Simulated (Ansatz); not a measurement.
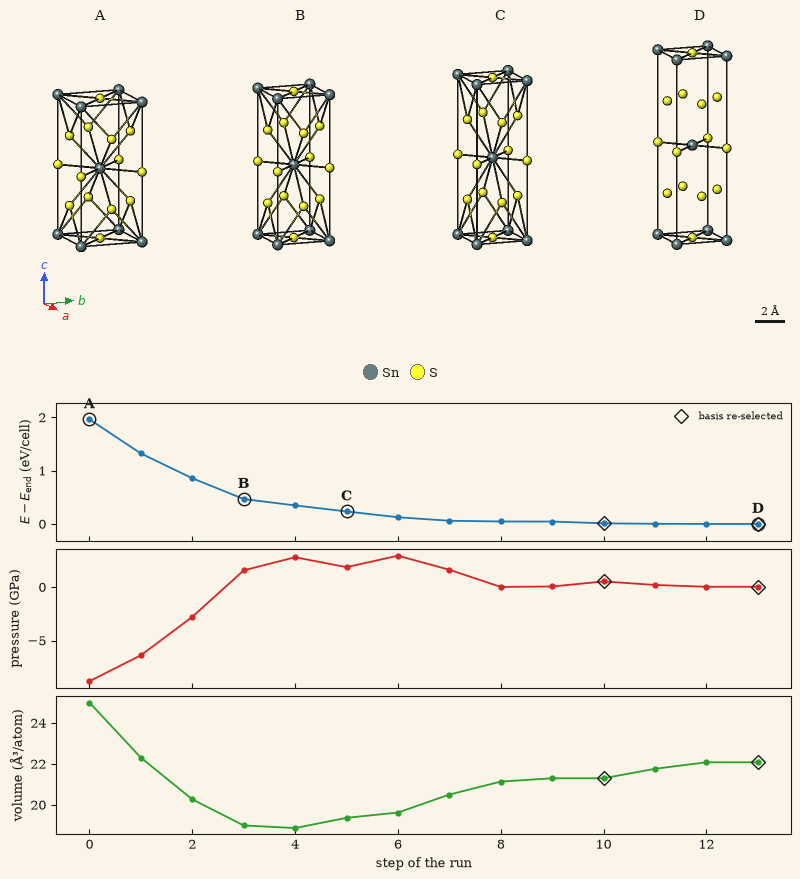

Frames of a relaxation of crystalline SnS3 (a generated structure, set up in I4/mmm) (coarse preliminary run), marked on the history of the run. Style: ball-and-stick. Shown: the conventional cell (2 times the calculation's cell), slightly off an axis. Lengths and directions refer to the drawn axes.

These are results of Ansatz 0.2.0, DFT PBE, scalar-relativistic, plane waves, PAW, not measurements.

The input:
```yaml
crystal:
  lattice:
    - [-2.25180898, 2.25180898, 4.92963083]
    - [2.25180898, -2.25180898, 4.92963083]
    - [2.25180898, 2.25180898, -4.92963083]
  atoms:
    - { symbol: Sn, position: [0.0, 0.0, 0.0] }
    - { symbol: S, position: [0.75, 0.25, 0.5] }
    - { symbol: S, position: [0.25, 0.75, 0.5] }
    - { symbol: S, position: [0.5, 0.5, 0.0] }
basis:
  ecutwfc: 420
kpoints:
  mp_grid: { grid: [6, 6, 6] }
hamiltonian:
  xc: pbe
scf:
  occupations: { method: gaussian, width: 0.1 }
  lower_state_search: "off"
output:
  forces: true
  stress: true
  eigenvalues: true
relax:
  adjacent_minimum: "off"
  f_tol: 0.04
  max_steps: 70
  cell: { stress_tol: 0.4 }
```

Run as
```bash
ansatz run input.yaml --threads 1 --pin off --max-ram 2560MiB --backend cpu --events-out ev --progress --plain --runs-dir out
```

Question: What happens along the run?

Answer: No atom moves by more than 0.005 Å relative to the cell. The drawn cell changes as follows: a = b 4.504 → 3.684 Å (−18.2 %), c 9.859 → 13.012 Å (+32.0 %); the volume changes by −11.7 %. Some distances before and after: S2–S3 3.185 → 2.605 Å, Sn1–S4 3.185 → 2.605 Å, Sn1–S2 3.339 → 3.738 Å. The space group stays I4/mmm (No. 139). After 11 accepted moves (13 points after the start) the energy has fallen by 1.964 eV per cell of the calculation. All forces vanish by symmetry, so only the cell relaxes. Pressure: −8.80 GPa at the start and 0.03 GPa at the end. The SCF was repeated twice at an unchanged geometry on a basis and grid sized afresh for the cell, which shifted the energy by 33.0 meV per cell of the calculation at most. The run took 120 s on 1 thread of Intel(R) Xeon(R) Processor @ 2.50GHz (Skylake/Cascade Lake), with other jobs on the host, peak memory 0.46 GiB. From step 0 to 3: volume −24.0 %, energy −1.496 eV per cell of the calculation. From step 3 to 5: volume +2.0 %, energy −0.234 eV per cell of the calculation. From step 5 to 13: volume +14.0 %, energy −0.234 eV per cell of the calculation.

```
step  E − E(0), meV/atom  pressure, GPa  volume, Å³/atom                      note
   0                0.00          -8.80           24.996                          
   1             -160.09          -6.37           22.305                          
   2             -276.44          -2.78           20.269                          
   3             -373.91           1.57           18.993                          
   4             -404.01           2.79           18.867                          
   5             -432.32           1.87           19.366                          
   6             -459.50           2.94           19.624                          
   7             -475.92           1.62           20.502                          
   8             -479.39           0.02           21.136                          
   9             -479.72           0.06           21.298                          
  10             -487.97           0.53           21.298  same geometry, new basis
  11             -490.31           0.20           21.761                          
  12             -490.83           0.03           22.078                          
  13             -490.94           0.03           22.078  same geometry, new basis
```
